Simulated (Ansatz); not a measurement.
# Run report: GaH3, molecular dynamics (part 4 of 4)

GaH3; RKS PBE-D4/def2-SVP (Ansatz 0.2.0). It belongs to a series of runs on one base structure; here: dynamics from the start.

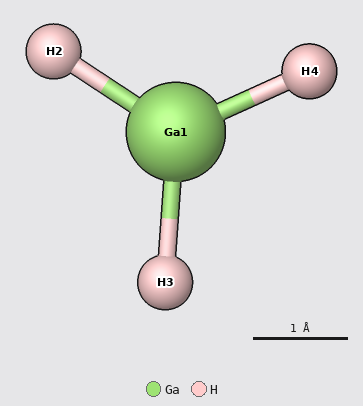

Fig. 1: The geometry at step 126 of the log (ball-and-stick view, seen on its broad side; atoms are numbered from 1 in the order of the input).

### Trajectory as extended XYZ, continued
```
4
Properties=species:S:1:pos:R:3:forces:R:3 step=102 time_fs=51.0 energy=-52410.93293 temperature=86.6
Ga    0.0019   -0.0232   -0.0043   -0.4140  -0.0310  -0.3150
H    -0.6435   -0.3389    1.4057    0.0151   0.0368  -0.0053
H     1.5605   -0.0400   -0.1939    0.1436   0.0328  -0.0094
H    -0.9617    0.2579   -1.2698    0.2553  -0.0386   0.3297
4
Properties=species:S:1:pos:R:3:forces:R:3 step=103 time_fs=51.5 energy=-52410.93277 temperature=85.5
Ga    0.0018   -0.0238   -0.0045   -0.4541  -0.0390  -0.2884
H    -0.6503   -0.3427    1.4031    0.0206   0.0415  -0.0205
H     1.5579   -0.0408   -0.1867    0.1900   0.0333  -0.0128
H    -0.9549    0.2587   -1.2735    0.2434  -0.0357   0.3217
4
Properties=species:S:1:pos:R:3:forces:R:3 step=104 time_fs=52.0 energy=-52410.93279 temperature=84.0
Ga    0.0016   -0.0243   -0.0048   -0.4841  -0.0479  -0.2555
H    -0.6570   -0.3463    1.4007    0.0275   0.0464  -0.0381
H     1.5559   -0.0411   -0.1796    0.2292   0.0334  -0.0148
H    -0.9476    0.2591   -1.2769    0.2274  -0.0319   0.3085
4
Properties=species:S:1:pos:R:3:forces:R:3 step=105 time_fs=52.5 energy=-52410.93299 temperature=77.3
Ga    0.0015   -0.0249   -0.0050   -0.5043  -0.0561  -0.2192
H    -0.6633   -0.3494    1.3985    0.0339   0.0505  -0.0546
H     1.5543   -0.0412   -0.1726    0.2628   0.0331  -0.0159
H    -0.9400    0.2596   -1.2797    0.2077  -0.0275   0.2897
4
Properties=species:S:1:pos:R:3:forces:R:3 step=106 time_fs=53.0 energy=-52410.93331 temperature=80.7
Ga    0.0014   -0.0254   -0.0053   -0.5144  -0.0650  -0.1808
H    -0.6695   -0.3525    1.3963    0.0404   0.0545  -0.0704
H     1.5532   -0.0412   -0.1656    0.2885   0.0328  -0.0158
H    -0.9322    0.2601   -1.2821    0.1856  -0.0223   0.2670
4
Properties=species:S:1:pos:R:3:forces:R:3 step=107 time_fs=53.5 energy=-52410.93391 temperature=87.0
Ga    0.0013   -0.0260   -0.0056   -0.5075  -0.0747  -0.1424
H    -0.6754   -0.3556    1.3938    0.0449   0.0576  -0.0822
H     1.5531   -0.0410   -0.1581    0.3019   0.0329  -0.0148
H    -0.9240    0.2602   -1.2843    0.1608  -0.0158   0.2394
4
Properties=species:S:1:pos:R:3:forces:R:3 step=108 time_fs=54.0 energy=-52410.93490 temperature=95.6
Ga    0.0013   -0.0266   -0.0059   -0.4800  -0.0844  -0.1031
H    -0.6810   -0.3586    1.3908    0.0463   0.0591  -0.0876
H     1.5539   -0.0410   -0.1501    0.3021   0.0330  -0.0131
H    -0.9152    0.2602   -1.2860    0.1316  -0.0077   0.2038
4
Properties=species:S:1:pos:R:3:forces:R:3 step=109 time_fs=54.5 energy=-52410.93607 temperature=97.4
Ga    0.0012   -0.0271   -0.0062   -0.4361  -0.0949  -0.0597
H    -0.6865   -0.3615    1.3877    0.0475   0.0603  -0.0920
H     1.5554   -0.0408   -0.1419    0.2900   0.0331  -0.0103
H    -0.9058    0.2604   -1.2874    0.0987   0.0016   0.1621
4
Properties=species:S:1:pos:R:3:forces:R:3 step=110 time_fs=55.0 energy=-52410.93731 temperature=99.9
Ga    0.0010   -0.0277   -0.0064   -0.3754  -0.1050  -0.0170
H    -0.6917   -0.3645    1.3843    0.0464   0.0602  -0.0921
H     1.5578   -0.0408   -0.1337    0.2659   0.0330  -0.0066
H    -0.8961    0.2610   -1.2884    0.0631   0.0118   0.1156
4
Properties=species:S:1:pos:R:3:forces:R:3 step=111 time_fs=55.5 energy=-52410.93847 temperature=105.9
Ga    0.0009   -0.0283   -0.0067   -0.2987  -0.1143   0.0217
H    -0.6966   -0.3674    1.3801    0.0407   0.0578  -0.0820
H     1.5606   -0.0411   -0.1259    0.2347   0.0328  -0.0021
H    -0.8857    0.2621   -1.2891    0.0232   0.0237   0.0623
4
Properties=species:S:1:pos:R:3:forces:R:3 step=112 time_fs=56.0 energy=-52410.93934 temperature=108.5
Ga    0.0007   -0.0289   -0.0069   -0.2100  -0.1227   0.0564
H    -0.7014   -0.3702    1.3752    0.0321   0.0536  -0.0649
H     1.5639   -0.0417   -0.1183    0.1954   0.0326   0.0028
H    -0.8753    0.2633   -1.2895   -0.0175   0.0365   0.0056
4
Properties=species:S:1:pos:R:3:forces:R:3 step=113 time_fs=56.5 energy=-52410.93983 temperature=114.7
Ga    0.0005   -0.0295   -0.0071   -0.1119  -0.1293   0.0860
H    -0.7061   -0.3727    1.3699    0.0201   0.0476  -0.0417
H     1.5676   -0.0421   -0.1103    0.1487   0.0324   0.0072
H    -0.8649    0.2645   -1.2900   -0.0569   0.0492  -0.0515
4
Properties=species:S:1:pos:R:3:forces:R:3 step=114 time_fs=57.0 energy=-52410.93980 temperature=119.6
Ga    0.0002   -0.0301   -0.0074   -0.0053  -0.1336   0.1099
H    -0.7102   -0.3752    1.3640    0.0037   0.0395  -0.0115
H     1.5717   -0.0420   -0.1022    0.0977   0.0320   0.0111
H    -0.8542    0.2658   -1.2908   -0.0961   0.0621  -0.1094
4
Properties=species:S:1:pos:R:3:forces:R:3 step=115 time_fs=57.5 energy=-52410.93922 temperature=118.3
Ga   -0.0001   -0.0307   -0.0077    0.1022  -0.1357   0.1276
H    -0.7141   -0.3779    1.3580   -0.0147   0.0304   0.0212
H     1.5760   -0.0417   -0.0942    0.0442   0.0314   0.0144
H    -0.8438    0.2673   -1.2919   -0.1317   0.0739  -0.1632
4
Properties=species:S:1:pos:R:3:forces:R:3 step=116 time_fs=58.0 energy=-52410.93823 temperature=108.3
Ga   -0.0003   -0.0315   -0.0079    0.2002  -0.1358   0.1416
H    -0.7179   -0.3803    1.3523   -0.0322   0.0216   0.0506
H     1.5800   -0.0414   -0.0865   -0.0059   0.0303   0.0171
H    -0.8337    0.2692   -1.2935   -0.1622   0.0838  -0.2094
4
Properties=species:S:1:pos:R:3:forces:R:3 step=117 time_fs=58.5 energy=-52410.93700 temperature=102.7
Ga   -0.0006   -0.0322   -0.0082    0.2918  -0.1337   0.1518
H    -0.7214   -0.3822    1.3473   -0.0487   0.0133   0.0762
H     1.5841   -0.0413   -0.0791   -0.0560   0.0289   0.0191
H    -0.8240    0.2715   -1.2956   -0.1871   0.0916  -0.2471
4
Properties=species:S:1:pos:R:3:forces:R:3 step=118 time_fs=59.0 energy=-52410.93559 temperature=101.2
Ga   -0.0008   -0.0329   -0.0085    0.3801  -0.1302   0.1554
H    -0.7245   -0.3841    1.3425   -0.0651   0.0054   0.1002
H     1.5885   -0.0412   -0.0719   -0.1089   0.0275   0.0205
H    -0.8146    0.2737   -1.2983   -0.2061   0.0973  -0.2762
4
Properties=species:S:1:pos:R:3:forces:R:3 step=119 time_fs=59.5 energy=-52410.93416 temperature=98.3
Ga   -0.0009   -0.0336   -0.0087    0.4585  -0.1256   0.1509
H    -0.7277   -0.3861    1.3380   -0.0807  -0.0016   0.1215
H     1.5928   -0.0413   -0.0647   -0.1599   0.0265   0.0213
H    -0.8055    0.2758   -1.3019   -0.2179   0.1007  -0.2937
4
Properties=species:S:1:pos:R:3:forces:R:3 step=120 time_fs=60.0 energy=-52410.93299 temperature=88.5
Ga   -0.0011   -0.0343   -0.0090    0.5211  -0.1188   0.1368
H    -0.7307   -0.3878    1.3338   -0.0958  -0.0076   0.1394
H     1.5966   -0.0417   -0.0575   -0.2039   0.0256   0.0210
H    -0.7970    0.2779   -1.3063   -0.2214   0.1008  -0.2972
4
Properties=species:S:1:pos:R:3:forces:R:3 step=121 time_fs=60.5 energy=-52410.93226 temperature=86.9
Ga   -0.0012   -0.0350   -0.0092    0.5668  -0.1076   0.1088
H    -0.7337   -0.3892    1.3299   -0.1104  -0.0133   0.1550
H     1.5999   -0.0419   -0.0504   -0.2422   0.0246   0.0196
H    -0.7894    0.2804   -1.3117   -0.2143   0.0964  -0.2834
4
Properties=species:S:1:pos:R:3:forces:R:3 step=122 time_fs=61.0 energy=-52410.93192 temperature=86.9
Ga   -0.0013   -0.0356   -0.0095    0.5972  -0.0937   0.0710
H    -0.7369   -0.3906    1.3262   -0.1238  -0.0183   0.1674
H     1.6027   -0.0422   -0.0431   -0.2745   0.0237   0.0172
H    -0.7825    0.2831   -1.3179   -0.1988   0.0884  -0.2555
4
Properties=species:S:1:pos:R:3:forces:R:3 step=123 time_fs=61.5 energy=-52410.93188 temperature=82.1
Ga   -0.0014   -0.0362   -0.0098    0.6127  -0.0796   0.0307
H    -0.7404   -0.3922    1.3229   -0.1335  -0.0213   0.1724
H     1.6051   -0.0425   -0.0361   -0.3012   0.0229   0.0144
H    -0.7762    0.2860   -1.3247   -0.1780   0.0780  -0.2174
4
Properties=species:S:1:pos:R:3:forces:R:3 step=124 time_fs=62.0 energy=-52410.93211 temperature=84.0
Ga   -0.0015   -0.0368   -0.0101    0.6143  -0.0643  -0.0118
H    -0.7442   -0.3940    1.3201   -0.1378  -0.0219   0.1680
H     1.6072   -0.0426   -0.0295   -0.3248   0.0217   0.0119
H    -0.7704    0.2893   -1.3321   -0.1517   0.0645  -0.1680
4
Properties=species:S:1:pos:R:3:forces:R:3 step=125 time_fs=62.5 energy=-52410.93262 temperature=85.8
Ga   -0.0016   -0.0374   -0.0104    0.5971  -0.0481  -0.0572
H    -0.7484   -0.3962    1.3178   -0.1384  -0.0206   0.1561
H     1.6084   -0.0426   -0.0233   -0.3375   0.0204   0.0095
H    -0.7651    0.2932   -1.3401   -0.1211   0.0483  -0.1084
4
Properties=species:S:1:pos:R:3:forces:R:3 step=126 time_fs=63.0 energy=-52410.93333 temperature=83.4
Ga   -0.0018   -0.0380   -0.0107    0.5601  -0.0327  -0.1026
H    -0.7530   -0.3987    1.3159   -0.1354  -0.0172   0.1374
H     1.6082   -0.0428   -0.0175   -0.3359   0.0192   0.0077
H    -0.7601    0.2974   -1.3486   -0.0888   0.0306  -0.0425
4
Properties=species:S:1:pos:R:3:forces:R:3 step=127 time_fs=63.5 energy=-52410.93393 temperature=85.4
Ga   -0.0020   -0.0386   -0.0111    0.5112  -0.0178  -0.1452
H    -0.7574   -0.4014    1.3144   -0.1305  -0.0126   0.1145
H     1.6072   -0.0432   -0.0119   -0.3239   0.0182   0.0056
H    -0.7554    0.3017   -1.3570   -0.0568   0.0122   0.0250
4
Properties=species:S:1:pos:R:3:forces:R:3 step=128 time_fs=64.0 energy=-52410.93422 temperature=84.8
Ga   -0.0022   -0.0392   -0.0114    0.4565  -0.0044  -0.1804
H    -0.7617   -0.4042    1.3134   -0.1236  -0.0066   0.0868
H     1.6056   -0.0438   -0.0058   -0.3066   0.0173   0.0027
H    -0.7508    0.3062   -1.3652   -0.0264  -0.0062   0.0909
4
Properties=species:S:1:pos:R:3:forces:R:3 step=129 time_fs=64.5 energy=-52410.93417 temperature=81.5
Ga   -0.0023   -0.0397   -0.0117    0.3950   0.0089  -0.2135
H    -0.7660   -0.4071    1.3125   -0.1158  -0.0003   0.0576
H     1.6035   -0.0443    0.0004   -0.2823   0.0163  -0.0004
H    -0.7464    0.3111   -1.3732    0.0030  -0.0249   0.1563
4
Properties=species:S:1:pos:R:3:forces:R:3 step=130 time_fs=65.0 energy=-52410.93377 temperature=74.0
Ga   -0.0024   -0.0402   -0.0120    0.3287   0.0241  -0.2479
H    -0.7702   -0.4100    1.3114   -0.1093   0.0048   0.0318
H     1.6009   -0.0442    0.0064   -0.2506   0.0149  -0.0033
H    -0.7424    0.3163   -1.3808    0.0312  -0.0437   0.2194
4
Properties=species:S:1:pos:R:3:forces:R:3 step=131 time_fs=65.5 energy=-52410.93316 temperature=72.0
Ga   -0.0026   -0.0407   -0.0123    0.2572   0.0380  -0.2754
H    -0.7744   -0.4128    1.3103   -0.1018   0.0099   0.0055
H     1.5975   -0.0437    0.0122   -0.2108   0.0132  -0.0056
H    -0.7386    0.3212   -1.3877    0.0554  -0.0612   0.2755
4
Properties=species:S:1:pos:R:3:forces:R:3 step=132 time_fs=66.0 energy=-52410.93251 temperature=71.3
Ga   -0.0027   -0.0411   -0.0126    0.1780   0.0493  -0.2914
H    -0.7792   -0.4156    1.3093   -0.0914   0.0159  -0.0237
H     1.5933   -0.0428    0.0179   -0.1605   0.0113  -0.0067
H    -0.7346    0.3257   -1.3939    0.0739  -0.0764   0.3217
4
Properties=species:S:1:pos:R:3:forces:R:3 step=133 time_fs=66.5 energy=-52410.93178 temperature=72.4
Ga   -0.0028   -0.0415   -0.0129    0.0945   0.0569  -0.2957
H    -0.7844   -0.4184    1.3084   -0.0789   0.0227  -0.0551
H     1.5885   -0.0417    0.0237   -0.1024   0.0094  -0.0069
H    -0.7303    0.3298   -1.3992    0.0867  -0.0890   0.3578
4
Properties=species:S:1:pos:R:3:forces:R:3 step=134 time_fs=67.0 energy=-52410.93092 temperature=67.8
Ga   -0.0030   -0.0419   -0.0133    0.0134   0.0615  -0.2915
H    -0.7895   -0.4210    1.3074   -0.0663   0.0295  -0.0860
H     1.5835   -0.0408    0.0294   -0.0409   0.0077  -0.0063
H    -0.7254    0.3335   -1.4039    0.0937  -0.0988   0.3838
4
Properties=species:S:1:pos:R:3:forces:R:3 step=135 time_fs=67.5 energy=-52410.93010 temperature=73.9
Ga   -0.0032   -0.0422   -0.0138   -0.0608   0.0644  -0.2794
H    -0.7948   -0.4235    1.3061   -0.0541   0.0357  -0.1144
H     1.5785   -0.0397    0.0350    0.0201   0.0057  -0.0047
H    -0.7202    0.3371   -1.4076    0.0948  -0.1058   0.3985
4
Properties=species:S:1:pos:R:3:forces:R:3 step=136 time_fs=68.0 energy=-52410.92954 temperature=71.7
Ga   -0.0036   -0.0425   -0.0143   -0.1293   0.0632  -0.2550
H    -0.8005   -0.4262    1.3045   -0.0410   0.0417  -0.1417
H     1.5734   -0.0382    0.0406    0.0815   0.0038  -0.0020
H    -0.7146    0.3402   -1.4101    0.0889  -0.1087   0.3987
4
Properties=species:S:1:pos:R:3:forces:R:3 step=137 time_fs=68.5 energy=-52410.92926 temperature=73.0
Ga   -0.0039   -0.0428   -0.0147   -0.1926   0.0581  -0.2179
H    -0.8066   -0.4288    1.3027   -0.0269   0.0476  -0.1681
H     1.5683   -0.0368    0.0462    0.1438   0.0018   0.0020
H    -0.7085    0.3429   -1.4112    0.0757  -0.1075   0.3840
4
Properties=species:S:1:pos:R:3:forces:R:3 step=138 time_fs=69.0 energy=-52410.92905 temperature=78.3
Ga   -0.0043   -0.0431   -0.0152   -0.2499   0.0508  -0.1725
H    -0.8129   -0.4313    1.3007   -0.0122   0.0530  -0.1930
H     1.5633   -0.0352    0.0515    0.2046  -0.0004   0.0072
H    -0.7020    0.3453   -1.4114    0.0574  -0.1034   0.3583
4
Properties=species:S:1:pos:R:3:forces:R:3 step=139 time_fs=69.5 energy=-52410.92888 temperature=74.7
Ga   -0.0047   -0.0434   -0.0157   -0.2981   0.0410  -0.1208
H    -0.8195   -0.4340    1.2982    0.0029   0.0582  -0.2159
H     1.5588   -0.0337    0.0566    0.2598  -0.0026   0.0133
H    -0.6955    0.3477   -1.4107    0.0354  -0.0965   0.3233
4
Properties=species:S:1:pos:R:3:forces:R:3 step=140 time_fs=70.0 energy=-52410.92880 temperature=78.2
Ga   -0.0051   -0.0438   -0.0162   -0.3337   0.0304  -0.0646
H    -0.8260   -0.4367    1.2954    0.0168   0.0621  -0.2349
H     1.5549   -0.0323    0.0617    0.3062  -0.0050   0.0192
H    -0.6890    0.3501   -1.4092    0.0106  -0.0875   0.2803
4
Properties=species:S:1:pos:R:3:forces:R:3 step=141 time_fs=70.5 energy=-52410.92860 temperature=77.2
Ga   -0.0055   -0.0441   -0.0168   -0.3604   0.0188  -0.0067
H    -0.8322   -0.4391    1.2923    0.0279   0.0647  -0.2490
H     1.5512   -0.0312    0.0667    0.3497  -0.0073   0.0254
H    -0.6821    0.3524   -1.4073   -0.0171  -0.0762   0.2303
4
Properties=species:S:1:pos:R:3:forces:R:3 step=142 time_fs=71.0 energy=-52410.92831 temperature=77.4
Ga   -0.0059   -0.0445   -0.0174   -0.3750   0.0054   0.0542
H    -0.8378   -0.4413    1.2888    0.0354   0.0659  -0.2575
H     1.5478   -0.0307    0.0713    0.3886  -0.0095   0.0318
H    -0.6750    0.3545   -1.4047   -0.0490  -0.0618   0.1715
4
Properties=species:S:1:pos:R:3:forces:R:3 step=143 time_fs=71.5 energy=-52410.92814 temperature=74.1
Ga   -0.0064   -0.0449   -0.0180   -0.3689  -0.0081   0.1151
H    -0.8429   -0.4434    1.2850    0.0386   0.0651  -0.2588
H     1.5454   -0.0303    0.0760    0.4131  -0.0117   0.0371
H    -0.6679    0.3565   -1.4018   -0.0828  -0.0453   0.1066
4
Properties=species:S:1:pos:R:3:forces:R:3 step=144 time_fs=72.0 energy=-52410.92814 temperature=72.2
Ga   -0.0069   -0.0452   -0.0186   -0.3443  -0.0197   0.1685
H    -0.8476   -0.4455    1.2804    0.0370   0.0619  -0.2519
H     1.5440   -0.0296    0.0807    0.4224  -0.0137   0.0415
H    -0.6610    0.3583   -1.3989   -0.1150  -0.0285   0.0419
4
Properties=species:S:1:pos:R:3:forces:R:3 step=145 time_fs=72.5 energy=-52410.92828 temperature=69.3
Ga   -0.0075   -0.0456   -0.0191   -0.3049  -0.0291   0.2197
H    -0.8523   -0.4470    1.2755    0.0334   0.0568  -0.2407
H     1.5434   -0.0287    0.0855    0.4172  -0.0161   0.0445
H    -0.6545    0.3600   -1.3960   -0.1458  -0.0116  -0.0235
4
Properties=species:S:1:pos:R:3:forces:R:3 step=146 time_fs=73.0 energy=-52410.92859 temperature=71.0
Ga   -0.0080   -0.0460   -0.0197   -0.2476  -0.0382   0.2735
H    -0.8570   -0.4481    1.2705    0.0294   0.0507  -0.2270
H     1.5441   -0.0279    0.0904    0.3940  -0.0188   0.0457
H    -0.6487    0.3616   -1.3927   -0.1758   0.0064  -0.0922
4
Properties=species:S:1:pos:R:3:forces:R:3 step=147 time_fs=73.5 energy=-52410.92906 temperature=72.4
Ga   -0.0085   -0.0464   -0.0202   -0.1730  -0.0473   0.3239
H    -0.8619   -0.4493    1.2648    0.0238   0.0436  -0.2086
H     1.5459   -0.0273    0.0954    0.3531  -0.0214   0.0455
H    -0.6432    0.3629   -1.3894   -0.2040   0.0251  -0.1608
4
Properties=species:S:1:pos:R:3:forces:R:3 step=148 time_fs=74.0 energy=-52410.92965 temperature=77.6
Ga   -0.0091   -0.0468   -0.0205   -0.0860  -0.0539   0.3633
H    -0.8672   -0.4508    1.2584    0.0163   0.0352  -0.1850
H     1.5487   -0.0267    0.1004    0.2972  -0.0238   0.0442
H    -0.6380    0.3642   -1.3866   -0.2275   0.0425  -0.2225
4
Properties=species:S:1:pos:R:3:forces:R:3 step=149 time_fs=74.5 energy=-52410.93025 temperature=76.5
Ga   -0.0096   -0.0473   -0.0209    0.0090  -0.0578   0.3895
H    -0.8727   -0.4526    1.2512    0.0055   0.0256  -0.1553
H     1.5523   -0.0262    0.1054    0.2311  -0.0259   0.0416
H    -0.6334    0.3654   -1.3844   -0.2456   0.0581  -0.2759
4
Properties=species:S:1:pos:R:3:forces:R:3 step=150 time_fs=75.0 energy=-52410.93066 temperature=76.3
Ga   -0.0101   -0.0477   -0.0212    0.1046  -0.0604   0.4047
H    -0.8781   -0.4546    1.2435   -0.0069   0.0155  -0.1224
H     1.5562   -0.0261    0.1101    0.1612  -0.0273   0.0384
H    -0.6292    0.3663   -1.3828   -0.2589   0.0721  -0.3207
```

The run was set up as follows.

### Input
```yaml
crystal:
  periodic: [false, false, false]
  atoms:
    - { symbol: Ga, position_ang: [0.0, 0.0, 1.0e-05] }
    - { symbol: H, position_ang: [0.0, 0.0, 1.581204] }
    - { symbol: H, position_ang: [1.369336, 0.0, -0.790607] }
    - { symbol: H, position_ang: [-1.369336, 0.0, -0.790607] }
basis:
  gaussian: { orbitals: def2-SVP }
hamiltonian:
  xc: pbe
  dispersion: d4
md:
  timestep: 0.5
  n_steps: 150
  ensemble: nvt_langevin
  temperature: 100.0
  initial_velocities: maxwell_boltzmann
  seed: 247136
  friction: 0.005
```

Launched with:
```bash
ansatz run input.yaml --threads 1 --pin off --max-ram 2048MiB --backend cpu --events-out ev --progress --plain --runs-dir out
```

### Summary

- outcome: finished
- mean temperature over the second half: 87 K
- trajectory: 150 steps, 75 fs
- ensemble: nvt_langevin
- temperature in the input: 100.0 K
- time step: 0.5 fs
- potential energy (last step): −52410.9307 eV
- mean-field energy (last step): −52410.8964 eV
- largest force (length of the vector) (last step): 0.422 eV/Å
- hardware: 1 thread of Arm Neoverse V2, 24 GiB of memory available, shared host
- wall time: 68 s
- peak memory: 0.087 GiB

So short a trajectory is not equilibrated. The logged temperature at the start can lie below the typed one, since it is counted over all degrees of freedom.
